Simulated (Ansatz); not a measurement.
**Run report: MoHClF5, frequency calculation**

System: MoHClF5, multiplicity 2.
Method: UKS PBE/def2-SVP (Ansatz 0.2.0).

It belongs to a series of runs on one base structure; here: vibrations at the highest image of the band. Figures and captions count atoms from 1; the log counts them from 0 in places.

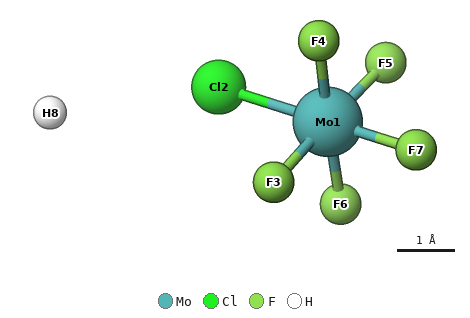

The structure (ball-and-stick view, seen at a tilt; atoms are numbered from 1 in the order of the input). Sticks mark near contacts.

## Input
```yaml
crystal:
  periodic: [false, false, false]
  atoms:
    - { symbol: Mo, position_ang: [-0.030187, 0.057163, -0.119024] }
    - { symbol: Cl, position_ang: [-0.185229, 0.353682, 2.142836] }
    - { symbol: F, position_ang: [1.814418, 0.057465, -0.034511] }
    - { symbol: F, position_ang: [-0.017093, 1.882481, -0.39818] }
    - { symbol: F, position_ang: [-1.86928, 0.044953, -0.284488] }
    - { symbol: F, position_ang: [-0.037147, -1.778766, 0.078643] }
    - { symbol: F, position_ang: [0.09444, -0.181087, -1.951885] }
    - { symbol: H, position_ang: [0.230078, -0.435891, 5.586607] }
magnetization:
  spin_polarized: true
  initial_magnetization: 1
basis:
  gaussian: { orbitals: def2-SVP }
hamiltonian:
  xc: pbe
phonons: {}
```

Hardware: 4 threads of Arm Neoverse V1, 24 GiB of memory available, shared host.

Command:
```bash
ansatz run input.yaml --threads 4 --pin off --max-ram 5120MiB --backend cpu --events-out ev --progress --plain --runs-dir out
```

## The program's output
```
Engine: ansatz 0.2.0, aarch64-unknown-linux-gnu
Functional definition: PBE
  parameter kappa = 0.804
  parameter beta = 0.06672455060314922
  exchange = pbe_x(kappa = kappa, mu = beta*pi^2/3)
  correlation = pbe_c(beta = beta)
1296 factors; their error is unknown
mean field evaluation 1: about -27939.3974 eV, gradient 5.8e1 eV
mean field evaluation 2: about -27655.3056 eV, gradient 2.4e2 eV
mean field evaluation 4: about -27927.9967 eV, gradient 8.5e1 eV
mean field evaluation 8: about -27951.6742 eV, gradient 6.3e-1 eV
mean field evaluation 16: about -27951.6132 eV, gradient 4.7e-4 eV
mean field evaluation 32: about -27949.6854 eV, gradient 1.3e1 eV
mean field -27951.61324723 eV, -1027.2028405516 hartree, gradient 5.0e-5 eV, S^2 0.750002; 3 other end points of the search recorded, 0 dependent functions left out
the calculation of the forces begins
reference -27951.61332974 eV, -1027.2028435841 hartree; 39, 38 occupied and 85, 86 virtual orbitals, 1296 factors
these checks for a lower state are left out or cut short: stability, starts, cluster_reference, orbital_swaps, neighbouring_geometries, increment
1296 factors; their error is unknown
mean field -27951.61307078 eV, -1027.2028340674 hartree, gradient 2.6e-6 eV, S^2 0.750003; 0 other end points of the search recorded, 0 dependent functions left out
[... from here on the field's lines of each further geometry are left out, up to the last ...]
the calculation of the forces begins
reference -27951.61332975 eV, -1027.2028435844 hartree; 39, 38 occupied and 85, 86 virtual orbitals, 1296 factors
these checks for a lower state are left out or cut short: stability, starts, cluster_reference, orbital_swaps, neighbouring_geometries, increment
1296 factors; their error is unknown
mean field -27951.61324717 eV, -1027.2028405495 hartree, gradient 4.3e-6 eV, S^2 0.750003; 0 other end points of the search recorded, 0 dependent functions left out
the calculation of the forces begins
reference -27951.61332968 eV, -1027.2028435817 hartree; 39, 38 occupied and 85, 86 virtual orbitals, 1296 factors
WARN: phonons: 3 modes above zero are rigid motions of the cell's bodies and no vibrations: the zero-point energy, free energy, entropy and heat capacity leave them out. With what each would have added to F at 1000 K, by the weight of its row in the mesh: 0.02 cm⁻¹ (-0.913 eV; rigid weight 1.000, of which rotation 0.004), 0.17 cm⁻¹ (-0.717 eV; rigid weight 0.994, of which rotation 0.948), 1.03 cm⁻¹ (-0.562 eV; rigid weight 1.000, of which rotation 1.000). A body is a set of atoms that hang together within twice the van der Waals contact; here: 8 atoms, out of reach of every periodic image. What nothing holds moves and turns at no cost, which is at zero frequency: what stands here is left by the forces on the atoms, the periodic images, the SCF threshold and the grid, and changes its size and its sign with the last two. The forces' share comes down as the geometry is relaxed further. 1 mode above zero would be a rigid motion if what is in doubt were free, and is counted in the zero-point energy, free energy, entropy and heat capacity. With what each adds to F at 1000 K, by the weight of its row in the mesh: 56.37 cm⁻¹ (-0.216 eV; rigid weight 0.996, of which rotation 0.009). The body of 8 atoms, out of reach of every periodic image, is 2 pieces, each of atoms that hang together within van der Waals contact, which lie beyond contact and within twice that of one another (atoms 1 and 7, taken in the periodic images in which they do not hang together, stand 3.56 Å apart and are out of reach from 6.26 Å). If the pieces are bound to each other, these are vibrations of the whole and the sums are right; if not, set them further apart, from one another and from their images. Atoms are counted from 0 in the run's list of atoms, and not in a supercell that the run derives from it; the header of the second-order force-constant file, where the run writes one, gives the list as its `site` lines. If the cell is meant as a crystal, declare phonons.rigid_motions: translations: the three translations of the whole cell alone are then left out, and nothing is said of the modes in doubt. The least rigid weight left out is 0.99411 and the largest kept is 0.00775.
WARN: phonons: modes at or below zero, which the zero-point energy, F, S and C_V leave out: 2, the lowest at -20.64 cm⁻¹. A minimum has none, and a first-order saddle one
Total energy: -27951.61332974 eV, -1027.2028435841 hartree
Atom 0 at    -0.030187     0.057163    -0.119024 Å, force     0.000766    -0.002449     0.000307 eV/Å
Atom 1 at    -0.185229     0.353682     2.142836 Å, force    -0.001507     0.002950    -0.000727 eV/Å
Atom 2 at     1.814418     0.057465    -0.034511 Å, force     0.000079     0.000139     0.000095 eV/Å
Atom 3 at    -0.017093     1.882481    -0.398180 Å, force     0.000019     0.000189     0.000178 eV/Å
Atom 4 at    -1.869280     0.044953    -0.284488 Å, force     0.000044     0.000164     0.000046 eV/Å
Atom 5 at    -0.037147    -1.778766     0.078643 Å, force     0.000052     0.000109     0.000083 eV/Å
Atom 6 at     0.094440    -0.181087    -1.951885 Å, force    -0.000066     0.000052     0.000008 eV/Å
Atom 7 at     0.230078    -0.435891     5.586607 Å, force     0.000612    -0.001154     0.000011 eV/Å
Dipole moment:    -0.012173     0.023332     0.190696 e Å
Vibrations: -20.64 -16.12 56.37 112.93 113.32 135.70 223.51 223.57 251.79 284.33 284.36 293.01 381.82 631.00 654.20 697.20 721.01 721.02 cm⁻¹, zero-point energy 0.358632 eV
```

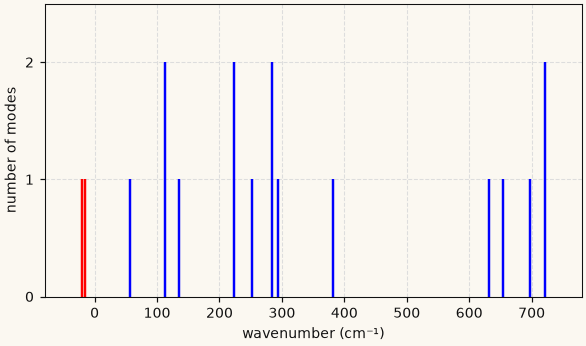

Harmonic vibrational wavenumbers from the force constants; neighbouring modes closer than 3 cm⁻¹ are counted in one stick, and imaginary ones are drawn at negative wavenumbers. 18 modes from 21i to 721 cm⁻¹, 2 imaginary beyond 8i (21i, 16i cm⁻¹): not a minimum.

## Key numbers

```tsv
quantity	value
outcome	converged
total energy	−27951.6133 eV
mean-field energy	−27951.6133 eV
⟨S²⟩	0.750
largest force (length of the vector)	0.003 eV/Å
wall time	76 s (CPU time 4.8 min)
peak memory	0.24 GiB
```
